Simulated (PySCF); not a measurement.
System: AlN (charge −1, doublet).

```xyz
2

Al    0.0000    0.0000   -0.6099
N     0.0000    0.0000    1.1751
```

Level of theory: PBE0/def2-SVPD, non-relativistic Hamiltonian with scalar-relativistic core potentials where named, at a bond length of 1.785 Å (PySCF 2.14.0).

Q: Predict the electron density, electron localisation function and spin density between the atoms.

A: Al–N (1.78 Å): the density is about 0.86 e/Å³ at the midpoint; the ELF peaks at about 0.90 in the valence shell of N, 0.7 Å from its nucleus, and is about 0.60 at the midpoint.
The unpaired spin (1 electron) lies mostly on N2 (about 0.9) and Al1 (about 0.1), in electrons by Hirshfeld's partition.

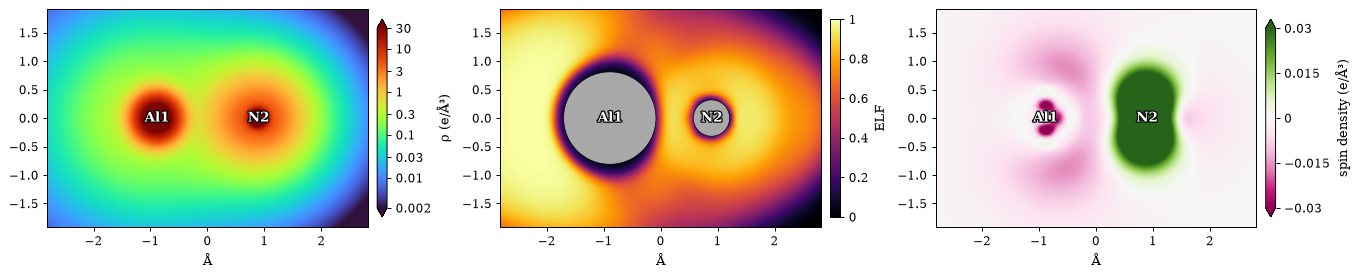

Computed electron density, electron localisation function and spin density on a plane that holds the molecular axis, in this order. Grey discs cover the atomic cores in the ELF map. 
